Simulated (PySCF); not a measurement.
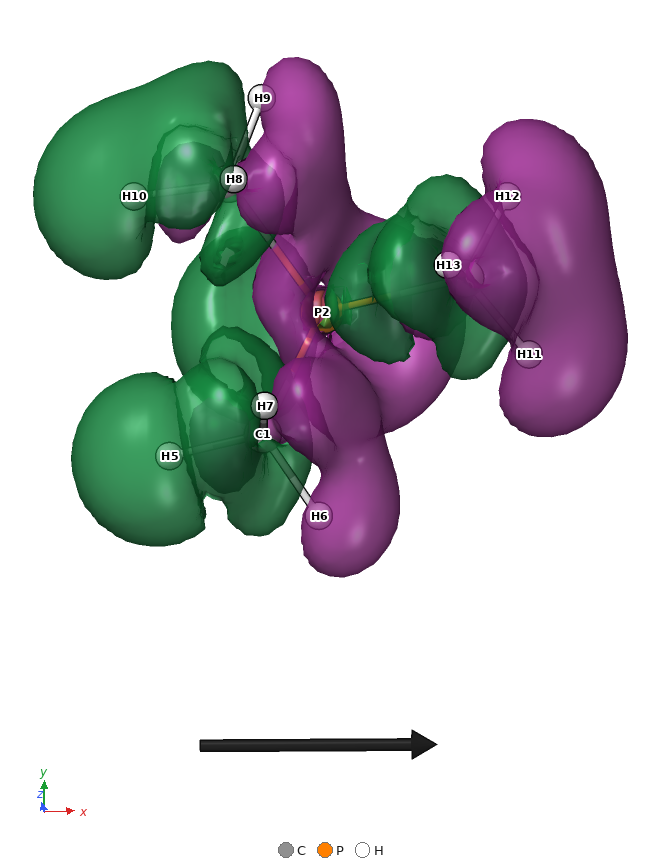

C$_{3}$H$_{9}$P, SMILES `CP(C)C`. Change of the electron density in a uniform field of 0.21 V/Å along +x (arrow), surfaces at ±0.001 e/Å³ (green: gain, purple: loss).

Computed with PySCF, PBE0/def2-TZVP, geometry: GFN2-xTB. No frequency check shows the geometry to be a minimum. A basis without diffuse functions makes polarisabilities too small. GFN2-xTB bond lengths at metals and heavier atoms can be off by up to 0.1 Å and shapes distorted, which carries into these values.

Question: What dipole is induced, and what polarisability does it imply?

Answer: The induced dipole is 0.68 D (along the field); α along this axis, from the fields in both directions, is 66 bohr³ (9.8 Å³).

Question: Which atoms gain and lose the most charge?

Answer: Electrons gather most on H5 and H10 alike (Hirshfeld charge changes by −0.009 e) and leave H11 most (+0.008 e); 0.062 electrons are displaced in all.

Run time: 33 s on 1 thread of Intel(R) Xeon(R) 6975P-C (Granite Rapids), on a shared host, peak memory 0.83 GiB.
